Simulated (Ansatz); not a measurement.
# BaTiO3 (P4mm): a soft mode frozen in, part 2 of 3

Which phase does BaTiO3 (P4mm) fall into along its unstable mode, and how much energy does it gain?

Ansatz 0.2.0; DFT LDA, scalar-relativistic, plane waves, PAW; PAW set soft_1.

So far. Step 4 (The mode frozen in, largest atomic shift 0.04 Å): The run ends at a pressure of 0.32 GPa, with forces up to 0.026 eV/Å.

The database entry behind the starting cell differs from later determinations by our own check (c/a about 0.6 % short), so it need not match the best structure at ambient conditions.

### Step 5. Energy along the mode, all amplitudes (two of the runs are shown above)

An imaginary frequency means negative curvature, so the energy should fall and then rise again as anharmonic terms take over.

Numbers from this step:

* depth at the lowest point sampled: 0.098 meV/atom
* largest atomic shift at that point: 0.04 Å

The energy from the parent by largest atomic shift:

```csv
largest atomic shift (Å),energy from the parent (meV/atom)
0.0000,0
0.0400,-0.098
0.0800,1.75
0.1400,21.4
```

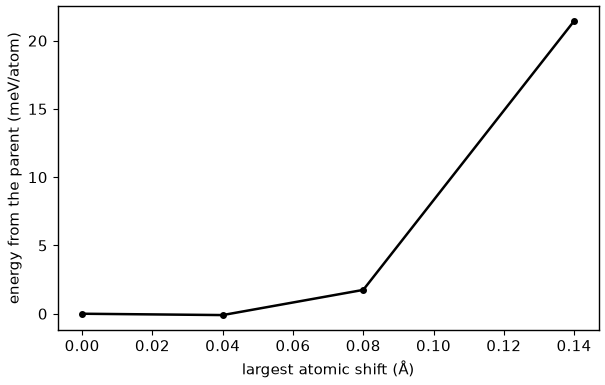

Energy from the parent, plotted against largest atomic shift.

Displacement at unit largest shift by atom:

```csv
atom,x (Å),y (Å),z (Å),size
Ba1,0.00,0.02,0.00,0.02
Ti2,0.00,0.72,0.00,0.72
O3,0.00,-0.59,0.00,0.59
O4,0.00,-1.00,0.00,1.00
O5,0.00,-0.71,0.00,0.71
```

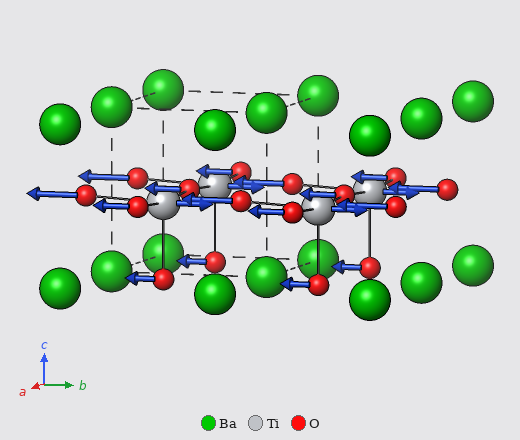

Displacement at unit largest shift as arrows, the longest 1 Å. 2×2×1 cells are drawn. Some periodic images of atoms are drawn too.

The lowest of the steps tried is at 0.04 Å, 0.098 meV/atom below the parent; the bottom of the well need not coincide with a step.

### Step 6. Relaxing from the distorted cell

Starting from the lowest point found, all atoms and the cell are let go, so that strain and other modes of the same symmetry can join in.

The input, input.yaml:

```yaml
crystal:
  lattice:
    - [3.9269704377, 0.0, 0.0]
    - [0.0, 3.9269704377, 0.0]
    - [0.0, 0.0, 3.9745611088]
  atoms:
    - { symbol: Ba, position: [0.0, 0.000199763, 0.0010879549] }
    - { symbol: Ti, position: [0.5, 0.5072914439, 0.4888984683] }
    - { symbol: O, position: [0.5, 0.4939388218, 0.0221032866] }
    - { symbol: O, position: [0.5, -0.0101859692, 0.5154551451] }
    - { symbol: O, position: [0.0, 0.4927174023, 0.5154551451] }
kpoints:
  mp_grid: { grid: [8, 8, 8] }
hamiltonian:
  xc: lda
  pseudopotentials: { kind: paw, azcp: { folder: soft_1 }, xc_functional: pbe }
scf:
  occupations: { method: fixed }
output:
  forces: true
  stress: true
  eigenvalues: true
relax:
  adjacent_minimum: "off"
  f_tol: 0.002
  max_steps: 120
  cell: { stress_tol: 0.03 }
```

The run is started by

```
$ ansatz run input.yaml --threads 4 --pin off --max-ram 10240MiB --backend cpu --events-out ev --progress --plain --runs-dir out
```

Numbers of over 12 decimals in the logs are rounded to 6 here.

Output:

```text
[...]
Crystal: 5 atoms, lattice volume = 61.292 Å³
Basis set: ecut = 420 eV, 1213 PW (Γ)
Bands: 25, of which v1, the nominal top of the filled ones, is band 20 counted from 1 (19 counted from 0)
Symmetry: 2 space group operations
[...]
k-points: 170 of 512 (time reversal used)
[...]
SCF iter   1: F=—  HF=-9905.103159 eV  |F-HF|=—  |Δ(HF+E_count)|=         —  Δρ=5.41e-2  dr2=1.86e0  ethr=3.10e-3  ⟨swp⟩=4.7  Hψ=16463  notcnv=0  defer=364
[...]
SCF iter   9: F=-9904.638931 eV  HF=-9904.638931 eV  |F-HF|=2.66e-8  |Δ(HF+E_count)|=   1.60e-7  Δρ=9.55e-6  dr2=4.11e-8  ethr=2.50e-10  ⟨swp⟩=9.0  Hψ=23788  notcnv=0
SCF 1 converged in 9 iterations: F = -9904.638931 eV  dr2 = 4.11e-8
[...]
relax step   1: F+E_penalty+E_count = -9904.63893109 eV  Δ(F+E_penalty+E_count) = +0.000e0 eV  max|allowed force component| = 2.386e-2 eV/Å  Δτ_max = 0.0000 Å  P = +0.318 GPa  Ω = 61.292 Å³  (9 SCF iters, dr2 threshold 1.00e-7 eV, accepted)
Crystal: 5 atoms, lattice volume = 61.392 Å³
Basis set: ecut = 420 eV, 1217 PW (Γ)
[...]
iter 1 solved again at ethr=1.55e-7 eV; its pass at ethr=3.10e-3 eV (dr2=6.21e-5 eV) is discarded
[...]
SCF iter   4: F=-9904.638892 eV  HF=-9904.638892 eV  |F-HF|=1.24e-7  |Δ(HF+E_count)|=   2.34e-6  Δρ=2.17e-5  dr2=3.01e-7  ethr=1.25e-9  ⟨swp⟩=7.4  Hψ=24808  notcnv=0
SCF 2 converged in 4 iterations: F = -9904.638892 eV  dr2 = 3.01e-7
relax step   2: F+E_penalty+E_count = -9904.63889169 eV  Δ(F+E_penalty+E_count) = +3.940e-5 eV  max|allowed force component| = 1.724e-2 eV/Å  Δτ_max = 0.0019 Å  P = -0.009 GPa  Ω = 61.392 Å³  energy of the carried Pulay correction = -3.490e-4 eV  (4 SCF iters, dr2 threshold 5.00e-7 eV, accepted)
Crystal: 5 atoms, lattice volume = 61.400 Å³
[...]
SCF iter   4: F=-9904.639038 eV  HF=-9904.639038 eV  |F-HF|=4.54e-8  |Δ(HF+E_count)|=   2.69e-7  Δρ=1.12e-5  dr2=8.25e-8  ethr=9.12e-10  ⟨swp⟩=6.4  Hψ=22547  notcnv=0
SCF 3 converged in 4 iterations: F = -9904.639038 eV  dr2 = 8.25e-8
relax step   3: F+E_penalty+E_count = -9904.63903807 eV  Δ(F+E_penalty+E_count) = -1.464e-4 eV  max|allowed force component| = 2.081e-2 eV/Å  Δτ_max = 0.0009 Å  P = -0.052 GPa  Ω = 61.400 Å³  energy of the carried Pulay correction = -3.788e-4 eV  (4 SCF iters, dr2 threshold 3.65e-7 eV, accepted)
[...]
relax step   4: F+E_penalty+E_count = -9904.63964978 eV  Δ(F+E_penalty+E_count) = -6.117e-4 eV  max|allowed force component| = 8.093e-3 eV/Å  Δτ_max = 0.0159 Å  P = +0.018 GPa  Ω = 61.361 Å³  energy of the carried Pulay correction = -2.424e-4 eV  (7 SCF iters, dr2 threshold 4.12e-8 eV, accepted)
[...]
relax step   5: F+E_penalty+E_count = -9904.63964950 eV  Δ(F+E_penalty+E_count) = +2.811e-7 eV  max|allowed force component| = 4.403e-3 eV/Å  Δτ_max = 0.0064 Å  P = +0.004 GPa  Ω = 61.384 Å³  energy of the carried Pulay correction = -3.223e-4 eV  (6 SCF iters, dr2 threshold 5.73e-8 eV, accepted)
[...]
relax step   6: F+E_penalty+E_count = -9904.63968337 eV  Δ(F+E_penalty+E_count) = -3.387e-5 eV  max|allowed force component| = 4.524e-4 eV/Å  Δτ_max = 0.0013 Å  P = -0.003 GPa  Ω = 61.376 Å³  energy of the carried Pulay correction = -2.938e-4 eV  (6 SCF iters, dr2 threshold 1.21e-9 eV, accepted)
[...]
relax step   7: F+E_penalty+E_count = -9904.63999590 eV  Δ(F+E_penalty+E_count) = -3.125e-4 eV  max|allowed force component| = 5.675e-4 eV/Å  Δτ_max = 0.0000 Å  P = +0.006 GPa  Ω = 61.376 Å³  stress off target by 4.77e-2 GPa  SCF on the basis re-selected at this cell (its energy is not comparable with the rows above)  (6 SCF iters)
[...]
relax step   8: F+E_penalty+E_count = -9904.63999489 eV  Δ(F+E_penalty+E_count) = +1.014e-6 eV  max|allowed force component| = 1.053e-4 eV/Å  Δτ_max = 0.0020 Å  P = +0.001 GPa  Ω = 61.379 Å³  energy of the carried Pulay correction = -9.339e-6 eV  (6 SCF iters, dr2 threshold 5.69e-9 eV, accepted)
[...]
SCF iter   5: F=-9904.640020 eV  HF=-9904.640020 eV  |F-HF|=1.82e-12  |Δ(HF+E_count)|=  3.64e-12  Δρ=1.26e-7  dr2=7.36e-12  ethr=1.00e-12  ⟨swp⟩=11.4  Hψ=25865  notcnv=0
SCF 9 converged in 5 iterations: F = -9904.640020 eV  dr2 = 7.36e-12
relax step   9: F+E_penalty+E_count = -9904.64002041 eV  Δ(F+E_penalty+E_count) = -2.553e-5 eV  max|allowed force component| = 1.333e-4 eV/Å  Δτ_max = 0.0000 Å  P = +0.001 GPa  Ω = 61.379 Å³  stress off target by 6.66e-3 GPa  SCF on the basis re-selected at this cell (its energy is not comparable with the rows above)  (5 SCF iters)
[...]
SCF converged after 5 iterations
Free energy (F): -9904.640020 eV
[...]
Internal energy: -9904.640020 eV  (E = F + TS)
E sigma→0 (E₀):  -9904.640020 eV
Fermi energy:    10.516450 eV
[...]
--- Forces (eV/Å), atoms counted from 1 ---
  atom   1  Ba     0.00000000     0.00002288     0.00008113
  atom   2  Ti     0.00000000     0.00014027     0.00012806
  atom   3  O      0.00000000    -0.00003848    -0.00006053
  atom   4  O      0.00000000    -0.00007232    -0.00009468
  atom   5  O      0.00000000    -0.00001757    -0.00007902
  max |Σ_I F_I| component: 3.48e-5 eV/Å
--- Stress (GPa, compression-positive) ---
       -0.000169       0.000000       0.000000
        0.000000       0.006649      -0.000301
        0.000000      -0.000301      -0.004517
  P = ⅓ Tr σ = 0.0007 GPa (0.007 kbar)
--- Band table (eV; the first three rows and the last of 170) ---
  k-point 0: bands = [... 16 lower, 9.2970, 10.2562, 10.2641, 10.3374, 12.5484, 12.6793, 12.7382, 15.0673, ... 1 higher]
  k-point 1: bands = [... 16 lower, 9.1782, 9.9357, 10.1664, 10.2525, 12.6180, 12.9287, 12.9716, 15.0757, ... 1 higher]
  k-point 2: bands = [... 16 lower, 8.8952, 9.3093, 9.9664, 10.0546, 12.6712, 13.5595, 13.5615, 15.0765, ... 1 higher]
  k-point 169: bands = [... 16 lower, 8.2200, 10.4320, 10.5062, 10.5164, 15.0474, 15.0685, 15.1216, 17.3959, ... 1 higher]
--- Relaxed structure (7 steps of the walk, 7 accepted, 2 SCFs on fresh bases) ---
  F+E_penalty+E_count = -9904.64002041 eV   max|allowed force component| = 1.333e-4 eV/Å   (the final SCF, on the basis selected at the relaxed cell)
  cell:  # Å, volume = 61.3788 Å³
    - [3.924136, 0.0, 0.0]
    - [0.0, 3.954448, -0.00344831]
    - [0.0, -0.0034901, 3.955383]
  atoms:
    - { symbol: Ba, position: [0.0, 0.00245354, 0.00285568] }
    - { symbol: Ti, position: [0.5, 0.512398, 0.492806] }
    - { symbol: O, position: [0.5, 0.491926, 0.019134] }
    - { symbol: O, position: [0.5, -0.013605, 0.513546] }
    - { symbol: O, position: [0.0, 0.490788, 0.514658] }
```

It took 87 s on 4 threads of Arm Neoverse V1, shared host; peak memory 0.6 GiB; 5.7 min of CPU time.

The steps of the relaxation:

```csv
step,energy less that of the first step (eV),largest force component (eV/Å),pressure (GPa),volume (Å³)
1,0.0000,0.0239,0.32,61.29
2,0.0000,0.0172,-0.01,61.39
3,-0.0001,0.0208,-0.05,61.40
4,-0.0007,0.0081,0.02,61.36
5,-0.0007,0.0044,0.00,61.38
6,-0.0008,0.0005,0.00,61.38
7*,-0.0011,0.0006,0.01,61.38
8,-0.0011,0.0001,0.00,61.38
9*,-0.0011,0.0001,0.00,61.38
```

Relaxation steps marked * repeat the geometry before them on a plane-wave basis chosen anew for their cell, so energy and pressure can jump there.

Forces are held to the 2 operations that the run works with; a distortion that breaks them can't arise in this run.

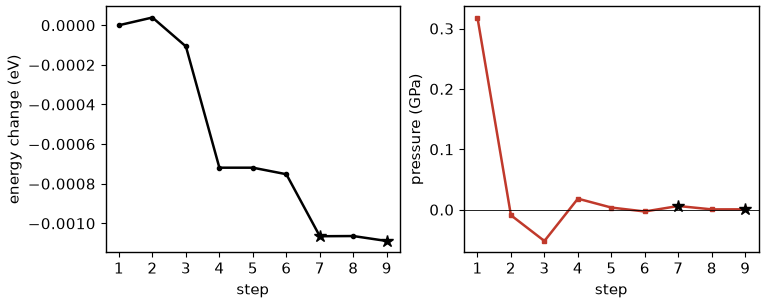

Energy and pressure along the relaxation. Stars mark steps on a basis chosen anew.

```csv
cell as run,before,after,change
a (Å),3.927,3.924,-0.1 %
b (Å),3.927,3.954,+0.7 %
c (Å),3.975,3.955,-0.5 %
α (°),90.00,90.10,+0.1 %
volume (Å³/atom),12.26,12.28,+0.1 %
```

The atoms that moved most (Å, as changes of fractional coordinates times the final cell):

```csv
atom,dx,dy,dz,length
Ti2,0.000,0.020,0.015,0.025
O4,0.000,-0.014,-0.008,0.015
O3,0.000,-0.008,-0.012,0.014
Ba1,0.000,0.009,0.007,0.011
O5,0.000,-0.008,-0.003,0.008
```

The relaxed structure:

```xyz
5
Lattice="3.9241 0.0000 0.0000 0.0000 3.9544 -0.0034 0.0000 -0.0035 3.9554" Properties=species:S:1:pos:R:3 pbc="T T T"
Ba    0.0000    0.0097    0.0113
Ti    1.9621    2.0245    1.9475
O     1.9621    1.9452    0.0740
O     1.9621   -0.0556    2.0313
O     0.0000    1.9390    2.0340
```

Numbers from this step:

* pressure: 6.54e-4 GPa
* gap on the k-mesh: 2.032 eV
* volume per atom: 12.28 Å³

The distorted start has space group Pm; the relaxation ends in Amm2.

### Step 7. The new phase in its own primitive cell

The relaxed structure is symmetrised, reduced to its primitive cell and relaxed tightly, as its phonons need.

input.yaml, the sections that differ from step 6:

```yaml
crystal:
  lattice:
    - [3.9241362764, 0.0, 0.0]
    - [0.0, 2.7940947646, 2.7990009633]
    - [0.0, -2.7940947646, 2.7990009633]
  atoms:
    - { symbol: Ba, position: [0.0, 0.9971443211, 0.9971443211] }
    - { symbol: Ti, position: [0.5, 0.5071414575, 0.5071414575] }
    - { symbol: O, position: [0.5, 0.4866165973, 0.9808658754] }
    - { symbol: O, position: [0.5, 0.9808658754, 0.4866165973] }
    - { symbol: O, position: [0.0, 0.4854104554, 0.4854104554] }
relax:
  adjacent_minimum: "off"
  f_tol: 0.001
  max_steps: 60
  cell: { stress_tol: 0.01 }
# kpoints, hamiltonian, scf, output: as in step 6
```

Output:

```text
[...]
Crystal: 5 atoms, lattice volume = 61.379 Å³
Basis set: ecut = 420 eV, 1213 PW (Γ)
Bands: 25, of which v1, the nominal top of the filled ones, is band 20 counted from 1 (19 counted from 0)
Symmetry: 4 space group operations
[...]
k-points: 105 of 512 (time reversal used)
[...]
cell:  # Å, volume = 61.3775 Å³
    - [3.924151, 0.0, 0.0]
    - [0.0, 2.794036, 2.798992]
    - [0.0, -2.794036, 2.798992]
  atoms:
    - { symbol: Ba, position: [0, 0.997136, 0.997136] }
    - { symbol: Ti, position: [0.5, 0.507129, 0.507129] }
    - { symbol: O, position: [0.5, 0.486530, 0.980974] }
    - { symbol: O, position: [0.5, 0.980974, 0.486530] }
    - { symbol: O, position: [0, 0.485409, 0.485409] }
[key lines of the parts left out:]
SCF converged after 6 iterations
Free energy (F): -9904.640022 eV
Fermi energy:    10.516615 eV
P = ⅓ Tr σ = 0.0035 GPa (0.035 kbar)
```

Run time: 39 s. Hardware: 4 threads; peak memory 0.51 GiB.

Little changed from the start: no atom moved by 0.005 Å and no cell edge by 0.1 %.

Numbers from this step:

```yaml
pressure: 0.003456 GPa
direct_gap_on_mesh: 2.211 eV
```

The largest force component left is 0.060 meV/Å and the pressure is 0.003 GPa, within the tolerances set. The cell now holds 12.28 Å³/atom.

(Continued in part 3 of 3.)

[Logs are printed without paths, hosts, clocks, repeated set-up lines and the standing remarks that a program may print on its own settings, such as how far it seeks lower states.]

[Hosts, paths, dates, database ids (printed as entryN), source tags and the programs' standing remarks are cut or masked in the printed files.]
